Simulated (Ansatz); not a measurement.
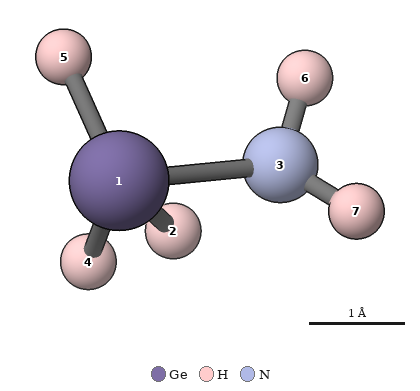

Figure 1. The input geometry (ball-and-stick view, seen at a tilt; atoms are numbered from 1 in the order of the input). Sticks mark near contacts. Bond lengths as drawn: Ge–H 1.59 to 1.86 Å, Ge–N 2.01 Å and H–N 1.01 Å.

**GeNH5: molecular dynamics (part 1 of 3)**

- system: GeNH5
- method: RKS PBE0-D4/def2-SVP (Ansatz 0.2.0)

Figures and captions count atoms from 1; the log counts them from 0 in places.

**Log**
```
Functional definition: PBE0
  name "PBE0"
  cite "Adamo & Barone, J. Chem. Phys. 110, 6158 (1999) doi:10.1063/1.478522"
  cite "Perdew, Burke & Ernzerhof, Phys. Rev. Lett. 77, 3865 (1996) doi:10.1103/PhysRevLett.77.3865"
  parent pbe
  parameter a = 0.25
  parameter kappa = 0.804
  parameter beta = 0.06672455060314922
  exchange = (1 - a)*pbe_x(kappa = kappa, mu = beta*pi^2/3) + a*exact_x
  correlation = pbe_c(beta = beta)
772 factors; integrals over basis functions are off by at most 3.4e-4 eV
mean field evaluation 1: about -58065.4190 eV, gradient 4.9e1 eV
mean field evaluation 2: about -58054.1282 eV, gradient 8.2e1 eV
mean field evaluation 4: about -58070.3104 eV, gradient 1.7e0 eV
mean field evaluation 8: about -58070.3270 eV, gradient 1.1e-1 eV
mean field evaluation 16: about -58070.3271 eV, gradient 1.2e-5 eV
mean field -58070.32705809 eV, -2134.0451579036 hartree, gradient 1.2e-5 eV, S^2 0.000000; 0 other end points of the search recorded, 0 dependent functions left out
the calculation of the forces begins
reference -58070.32708093 eV, -2134.0451587427 hartree; 22, 22 occupied and 49, 49 virtual orbitals, 772 factors
md step     0: t =     0.00 fs  T =   200.0 K  F+E_penalty+E_count = -58070.40534750 eV  E_kin = 0.129260 eV  conserved = -58070.27608750 eV  (26 SCF iters)
these checks for a lower state are left out or cut short: starts, cluster_reference, orbital_swaps, neighbouring_geometries, increment
772 factors; integrals over basis functions are off by at most 3.4e-4 eV
mean field -58070.32954908 eV, -2134.0452494455 hartree, gradient 9.4e-6 eV, S^2 0.000000; 0 other end points of the search recorded, 0 dependent functions left out
the calculation of the forces begins
reference -58070.32957194 eV, -2134.0452502857 hartree; 22, 22 occupied and 49, 49 virtual orbitals, 772 factors
md step     1: t =     0.25 fs  T =   203.9 K  F+E_penalty+E_count = -58070.40791103 eV  E_kin = 0.131813 eV  conserved = -58070.27609852 eV  (24 SCF iters)
[... from here on the SCF iterations and repeated set-up lines of each step are left out, up to the last step ...]
md step     2: t =     0.50 fs  T =   205.6 K  F+E_penalty+E_count = -58070.40901054 eV  E_kin = 0.132910 eV  conserved = -58070.27610065 eV  (24 SCF iters)
md step     3: t =     0.75 fs  T =   205.0 K  F+E_penalty+E_count = -58070.40860916 eV  E_kin = 0.132515 eV  conserved = -58070.27609448 eV  (24 SCF iters)
md step     4: t =     1.00 fs  T =   202.3 K  F+E_penalty+E_count = -58070.40680883 eV  E_kin = 0.130729 eV  conserved = -58070.27607978 eV  (24 SCF iters)
md step     5: t =     1.25 fs  T =   197.7 K  F+E_penalty+E_count = -58070.40384017 eV  E_kin = 0.127781 eV  conserved = -58070.27605868 eV  (24 SCF iters)
md step     6: t =     1.50 fs  T =   191.9 K  F+E_penalty+E_count = -58070.40003556 eV  E_kin = 0.124002 eV  conserved = -58070.27603322 eV  (24 SCF iters)
md step     7: t =     1.75 fs  T =   185.4 K  F+E_penalty+E_count = -58070.39579795 eV  E_kin = 0.119792 eV  conserved = -58070.27600557 eV  (24 SCF iters)
md step     8: t =     2.00 fs  T =   178.8 K  F+E_penalty+E_count = -58070.39156613 eV  E_kin = 0.115588 eV  conserved = -58070.27597811 eV  (24 SCF iters)
md step     9: t =     2.25 fs  T =   173.0 K  F+E_penalty+E_count = -58070.38777932 eV  E_kin = 0.111827 eV  conserved = -58070.27595236 eV  (24 SCF iters)
md step    10: t =     2.50 fs  T =   168.5 K  F+E_penalty+E_count = -58070.38484706 eV  E_kin = 0.108917 eV  conserved = -58070.27593013 eV  (23 SCF iters)
md step    11: t =     2.75 fs  T =   165.9 K  F+E_penalty+E_count = -58070.38312216 eV  E_kin = 0.107210 eV  conserved = -58070.27591263 eV  (24 SCF iters)
md step    12: t =     3.00 fs  T =   165.5 K  F+E_penalty+E_count = -58070.38288163 eV  E_kin = 0.106981 eV  conserved = -58070.27590061 eV  (23 SCF iters)
md step    13: t =     3.25 fs  T =   167.8 K  F+E_penalty+E_count = -58070.38431480 eV  E_kin = 0.108421 eV  conserved = -58070.27589421 eV  (23 SCF iters)
md step    14: t =     3.50 fs  T =   172.7 K  F+E_penalty+E_count = -58070.38752057 eV  E_kin = 0.111627 eV  conserved = -58070.27589361 eV  (24 SCF iters)
md step    15: t =     3.75 fs  T =   180.4 K  F+E_penalty+E_count = -58070.39251038 eV  E_kin = 0.116613 eV  conserved = -58070.27589714 eV  (24 SCF iters)
md step    16: t =     4.00 fs  T =   190.8 K  F+E_penalty+E_count = -58070.39922398 eV  E_kin = 0.123320 eV  conserved = -58070.27590399 eV  (24 SCF iters)
md step    17: t =     4.25 fs  T =   203.7 K  F+E_penalty+E_count = -58070.40754861 eV  E_kin = 0.131636 eV  conserved = -58070.27591245 eV  (23 SCF iters)
md step    18: t =     4.50 fs  T =   218.8 K  F+E_penalty+E_count = -58070.41734700 eV  E_kin = 0.141426 eV  conserved = -58070.27592052 eV  (23 SCF iters)
md step    19: t =     4.75 fs  T =   236.1 K  F+E_penalty+E_count = -58070.42849049 eV  E_kin = 0.152564 eV  conserved = -58070.27592620 eV  (23 SCF iters)
md step    20: t =     5.00 fs  T =   255.2 K  F+E_penalty+E_count = -58070.44089335 eV  E_kin = 0.164967 eV  conserved = -58070.27592648 eV  (25 SCF iters)
md step    21: t =     5.25 fs  T =   276.4 K  F+E_penalty+E_count = -58070.45455121 eV  E_kin = 0.178631 eV  conserved = -58070.27592064 eV  (25 SCF iters)
md step    22: t =     5.50 fs  T =   299.6 K  F+E_penalty+E_count = -58070.46956823 eV  E_kin = 0.193661 eV  conserved = -58070.27590684 eV  (25 SCF iters)
md step    23: t =     5.75 fs  T =   325.4 K  F+E_penalty+E_count = -58070.48618092 eV  E_kin = 0.210296 eV  conserved = -58070.27588469 eV  (25 SCF iters)
md step    24: t =     6.00 fs  T =   354.2 K  F+E_penalty+E_count = -58070.50476512 eV  E_kin = 0.228910 eV  conserved = -58070.27585502 eV  (25 SCF iters)
md step    25: t =     6.25 fs  T =   386.8 K  F+E_penalty+E_count = -58070.52582441 eV  E_kin = 0.250004 eV  conserved = -58070.27582018 eV  (25 SCF iters)
md step    26: t =     6.50 fs  T =   424.2 K  F+E_penalty+E_count = -58070.54995585 eV  E_kin = 0.274172 eV  conserved = -58070.27578417 eV  (25 SCF iters)
md step    27: t =     6.75 fs  T =   467.3 K  F+E_penalty+E_count = -58070.57779088 eV  E_kin = 0.302038 eV  conserved = -58070.27575264 eV  (24 SCF iters)
md step    28: t =     7.00 fs  T =   517.1 K  F+E_penalty+E_count = -58070.60991205 eV  E_kin = 0.334179 eV  conserved = -58070.27573281 eV  (25 SCF iters)
md step    29: t =     7.25 fs  T =   574.1 K  F+E_penalty+E_count = -58070.64674826 eV  E_kin = 0.371015 eV  conserved = -58070.27573283 eV  (24 SCF iters)
md step    30: t =     7.50 fs  T =   638.5 K  F+E_penalty+E_count = -58070.68845535 eV  E_kin = 0.412694 eV  conserved = -58070.27576143 eV  (24 SCF iters)
md step    31: t =     7.75 fs  T =   710.1 K  F+E_penalty+E_count = -58070.73479094 eV  E_kin = 0.458963 eV  conserved = -58070.27582745 eV  (25 SCF iters)
md step    32: t =     8.00 fs  T =   787.6 K  F+E_penalty+E_count = -58070.78499519 eV  E_kin = 0.509057 eV  conserved = -58070.27593775 eV  (24 SCF iters)
md step    33: t =     8.25 fs  T =   869.0 K  F+E_penalty+E_count = -58070.83769923 eV  E_kin = 0.561603 eV  conserved = -58070.27609588 eV  (24 SCF iters)
md step    34: t =     8.50 fs  T =   950.9 K  F+E_penalty+E_count = -58070.89088709 eV  E_kin = 0.614588 eV  conserved = -58070.27629930 eV  (24 SCF iters)
md step    35: t =     8.75 fs  T =  1029.6 K  F+E_penalty+E_count = -58070.94194991 eV  E_kin = 0.665415 eV  conserved = -58070.27653510 eV  (24 SCF iters)
md step    36: t =     9.00 fs  T =  1100.3 K  F+E_penalty+E_count = -58070.98788527 eV  E_kin = 0.711106 eV  conserved = -58070.27677906 eV  (24 SCF iters)
md step    37: t =     9.25 fs  T =  1158.4 K  F+E_penalty+E_count = -58071.02568129 eV  E_kin = 0.748691 eV  conserved = -58070.27699004 eV  (24 SCF iters)
md step    38: t =     9.50 fs  T =  1200.4 K  F+E_penalty+E_count = -58071.05292252 eV  E_kin = 0.775809 eV  conserved = -58070.27711360 eV  (24 SCF iters)
md step    39: t =     9.75 fs  T =  1224.6 K  F+E_penalty+E_count = -58071.06857106 eV  E_kin = 0.791479 eV  conserved = -58070.27709220 eV  (24 SCF iters)
md step    40: t =    10.00 fs  T =  1233.0 K  F+E_penalty+E_count = -58071.07376964 eV  E_kin = 0.796885 eV  conserved = -58070.27688484 eV  (24 SCF iters)
md step    41: t =    10.25 fs  T =  1231.4 K  F+E_penalty+E_count = -58071.07237519 eV  E_kin = 0.795882 eV  conserved = -58070.27649354 eV  (24 SCF iters)
md step    42: t =    10.50 fs  T =  1229.9 K  F+E_penalty+E_count = -58071.07084273 eV  E_kin = 0.794857 eV  conserved = -58070.27598571 eV  (24 SCF iters)
md step    43: t =    10.75 fs  T =  1240.4 K  F+E_penalty+E_count = -58071.07715853 eV  E_kin = 0.801664 eV  conserved = -58070.27549436 eV  (24 SCF iters)
md step    44: t =    11.00 fs  T =  1274.4 K  F+E_penalty+E_count = -58071.09885468 eV  E_kin = 0.823673 eV  conserved = -58070.27518130 eV  (24 SCF iters)
md step    45: t =    11.25 fs  T =  1339.1 K  F+E_penalty+E_count = -58071.14065036 eV  E_kin = 0.865478 eV  conserved = -58070.27517245 eV  (24 SCF iters)
md step    46: t =    11.50 fs  T =  1434.6 K  F+E_penalty+E_count = -58071.20264887 eV  E_kin = 0.927150 eV  conserved = -58070.27549866 eV  (24 SCF iters)
md step    47: t =    11.75 fs  T =  1553.2 K  F+E_penalty+E_count = -58071.27993178 eV  E_kin = 1.003855 eV  conserved = -58070.27607637 eV  (24 SCF iters)
md step    48: t =    12.00 fs  T =  1681.9 K  F+E_penalty+E_count = -58071.36378996 eV  E_kin = 1.087042 eV  conserved = -58070.27674785 eV  (24 SCF iters)
md step    49: t =    12.25 fs  T =  1805.2 K  F+E_penalty+E_count = -58071.44404076 eV  E_kin = 1.166693 eV  conserved = -58070.27734730 eV  (24 SCF iters)
md step    50: t =    12.50 fs  T =  1908.9 K  F+E_penalty+E_count = -58071.51147176 eV  E_kin = 1.233711 eV  conserved = -58070.27776123 eV  (24 SCF iters)
md step    51: t =    12.75 fs  T =  1983.0 K  F+E_penalty+E_count = -58071.55957014 eV  E_kin = 1.281624 eV  conserved = -58070.27794653 eV  (24 SCF iters)
md step    52: t =    13.00 fs  T =  2022.7 K  F+E_penalty+E_count = -58071.58521394 eV  E_kin = 1.307292 eV  conserved = -58070.27792183 eV  (24 SCF iters)
md step    53: t =    13.25 fs  T =  2028.0 K  F+E_penalty+E_count = -58071.58845539 eV  E_kin = 1.310716 eV  conserved = -58070.27773977 eV  (24 SCF iters, 3 dispersion substeps)
md step    54: t =    13.50 fs  T =  2002.7 K  F+E_penalty+E_count = -58071.57177618 eV  E_kin = 1.294314 eV  conserved = -58070.27746258 eV  (24 SCF iters, 3 dispersion substeps)
md step    55: t =    13.75 fs  T =  1952.7 K  F+E_penalty+E_count = -58071.53917840 eV  E_kin = 1.262034 eV  conserved = -58070.27714487 eV  (24 SCF iters, 3 dispersion substeps)
md step    56: t =    14.00 fs  T =  1885.4 K  F+E_penalty+E_count = -58071.49536218 eV  E_kin = 1.218535 eV  conserved = -58070.27682708 eV  (24 SCF iters, 3 dispersion substeps)
md step    57: t =    14.25 fs  T =  1808.1 K  F+E_penalty+E_count = -58071.44510144 eV  E_kin = 1.168566 eV  conserved = -58070.27653545 eV  (25 SCF iters, 3 dispersion substeps)
md step    58: t =    14.50 fs  T =  1727.6 K  F+E_penalty+E_count = -58071.39283197 eV  E_kin = 1.116548 eV  conserved = -58070.27628409 eV  (24 SCF iters, 3 dispersion substeps)
md step    59: t =    14.75 fs  T =  1649.9 K  F+E_penalty+E_count = -58071.34241776 eV  E_kin = 1.066339 eV  conserved = -58070.27607854 eV  (25 SCF iters, 3 dispersion substeps)
these checks for a lower state are left out or cut short: starts, cluster_reference, orbital_swaps, neighbouring_geometries, increment
772 factors; integrals over basis functions are off by at most 9.5e-4 eV
mean field -58071.22138787 eV, -2134.0780239165 hartree, gradient 4.8e-5 eV, S^2 0.000000; 0 other end points of the search recorded, 0 dependent functions left out
the calculation of the forces begins
reference -58071.22141065 eV, -2134.0780247538 hartree; 22, 22 occupied and 49, 49 virtual orbitals, 772 factors
772 factors; integrals over basis functions are off by at most 9.5e-4 eV
mean field -58071.22138787 eV, -2134.0780239165 hartree, gradient 4.8e-5 eV, S^2 0.000000; 1 other end points of the search recorded, 0 dependent functions left out
the calculation of the forces begins
reference -58071.22141065 eV, -2134.0780247538 hartree; 22, 22 occupied and 49, 49 virtual orbitals, 772 factors
md step    60: t =    15.00 fs  T =  1580.0 K  F+E_penalty+E_count = -58071.29704597 eV  E_kin = 1.021127 eV  conserved = -58070.27591924 eV  (24 SCF iters, 3 dispersion substeps)
```

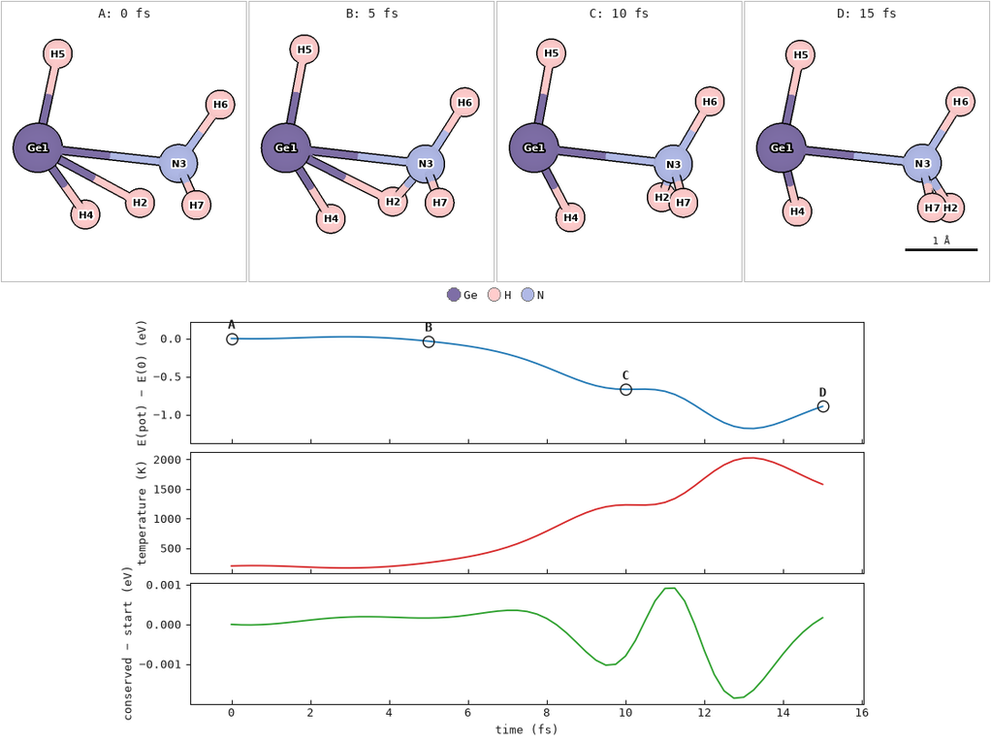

Figure 2. Frames of the molecular dynamics (ball-and-stick, seen at a tilt) above the curves, on which the letters mark them. The trajectory kept here has 61 frames over 15 fs. The temperature starts at 200 K, ranges from 166 to 2028 K and averages 1427 K over the second half. The potential energy ends 0.892 eV below its first value. The conserved quantity stays within 0.0028 eV. After an unweighted best fit of the last frame on the first, the root-mean-square displacement is 0.41 Å, and H2 has moved furthest (0.90 Å).

```
Total energy: -58071.29706876 eV, -2134.0808051379 hartree
Atom 0 at     0.091427    -0.951832     0.916411 Å, force     0.772514    -2.075006     0.845642 eV/Å
Atom 1 at    -0.721370     0.792857    -0.772299 Å, force     3.095813    -2.666283    -0.326750 eV/Å
Atom 2 at     0.139869     0.013361    -0.844354 Å, force    -4.017618     3.669805    -0.141749 eV/Å
Atom 3 at    -1.129255    -0.122934     1.210696 Å, force    -1.266617     0.739036     0.564353 eV/Å
Atom 4 at     1.060056     0.091756     1.532515 Å, force     0.377488     0.498042     0.210489 eV/Å
Atom 5 at     0.969946     0.570992    -0.997133 Å, force     0.409750    -0.232873    -0.632041 eV/Å
Atom 6 at    -0.167468    -0.615039    -1.579096 Å, force     0.628669     0.067279    -0.519944 eV/Å
Dipole moment:    -0.049185     0.633274    -1.026902 e Å
```

**Trajectory as extended XYZ (Å, eV, eV/Å), 61 frames, from step=0 to step=60**
```
7
Properties=species:S:1:pos:R:3:forces:R:3 step=0 time_fs=0.0 energy=-58070.40535 temperature=200.0
Ge    0.0929   -0.9520    0.9108   -0.0176  -0.0490   0.0999
H    -0.8559    0.4335    0.1176    0.0900   0.0301  -0.2559
N     0.1507   -0.0029   -0.8547   -0.2260   0.0319   0.3423
H    -1.2599    0.3113    0.9722   -0.0541  -0.0507   0.1601
H     1.0154    0.1704    1.5626    0.0248   0.0002   0.0087
H     0.9379    0.5981   -1.0437    0.2583   0.2010  -0.0843
H    -0.0810   -0.5583   -1.6646   -0.0755  -0.1635  -0.2707
7
Properties=species:S:1:pos:R:3:forces:R:3 step=1 time_fs=0.2 energy=-58070.40791 temperature=203.9
Ge    0.0929   -0.9519    0.9106    0.0178  -0.0278   0.1764
H    -0.8527    0.4318    0.1147    0.0854   0.0402  -0.2751
N     0.1499   -0.0027   -0.8535   -0.1258   0.0660   0.1775
H    -1.2618    0.3093    0.9712   -0.0320  -0.0595   0.1552
H     1.0201    0.1722    1.5655   -0.0209  -0.0460  -0.0227
H     0.9432    0.5960   -1.0436    0.1235   0.1060  -0.0536
H    -0.0798   -0.5631   -1.6645   -0.0480  -0.0789  -0.1577
7
Properties=species:S:1:pos:R:3:forces:R:3 step=2 time_fs=0.5 energy=-58070.40901 temperature=205.6
Ge    0.0929   -0.9518    0.9103    0.0516  -0.0086   0.2533
H    -0.8493    0.4302    0.1117    0.0815   0.0500  -0.2949
N     0.1490   -0.0025   -0.8523   -0.0233   0.0980   0.0102
H    -1.2636    0.3073    0.9704   -0.0091  -0.0685   0.1494
H     1.0249    0.1740    1.5684   -0.0654  -0.0907  -0.0534
H     0.9485    0.5939   -1.0435   -0.0144   0.0115  -0.0221
H    -0.0786   -0.5680   -1.6644   -0.0209   0.0083  -0.0424
7
Properties=species:S:1:pos:R:3:forces:R:3 step=3 time_fs=0.8 energy=-58070.40861 temperature=205.0
Ge    0.0928   -0.9517    0.9101    0.0836   0.0087   0.3301
H    -0.8459    0.4287    0.1085    0.0785   0.0592  -0.3154
N     0.1482   -0.0023   -0.8510    0.0785   0.1272  -0.1553
H    -1.2655    0.3053    0.9696    0.0145  -0.0778   0.1428
H     1.0296    0.1758    1.5713   -0.1086  -0.1335  -0.0832
H     0.9539    0.5919   -1.0434   -0.1512  -0.0795   0.0094
H    -0.0774   -0.5729   -1.6644    0.0045   0.0957   0.0715
7
Properties=species:S:1:pos:R:3:forces:R:3 step=4 time_fs=1.0 energy=-58070.40681 temperature=202.3
Ge    0.0928   -0.9516    0.9099    0.1134   0.0236   0.4067
H    -0.8425    0.4271    0.1051    0.0768   0.0679  -0.3368
N     0.1473   -0.0021   -0.8498    0.1770   0.1533  -0.3149
H    -1.2673    0.3032    0.9689    0.0387  -0.0873   0.1357
H     1.0343    0.1774    1.5741   -0.1500  -0.1741  -0.1118
H     0.9592    0.5897   -1.0434   -0.2832  -0.1644   0.0399
H    -0.0762   -0.5777   -1.6643    0.0274   0.1810   0.1811
7
Properties=species:S:1:pos:R:3:forces:R:3 step=5 time_fs=1.2 energy=-58070.40384 temperature=197.7
Ge    0.0928   -0.9516    0.9097    0.1407   0.0363   0.4828
H    -0.8390    0.4256    0.1015    0.0764   0.0758  -0.3592
N     0.1465   -0.0019   -0.8486    0.2696   0.1761  -0.4652
H    -1.2692    0.3010    0.9683    0.0633  -0.0972   0.1283
H     1.0388    0.1790    1.5768   -0.1896  -0.2123  -0.1392
H     0.9643    0.5875   -1.0432   -0.4074  -0.2408   0.0690
H    -0.0750   -0.5825   -1.6641    0.0471   0.2620   0.2835
```
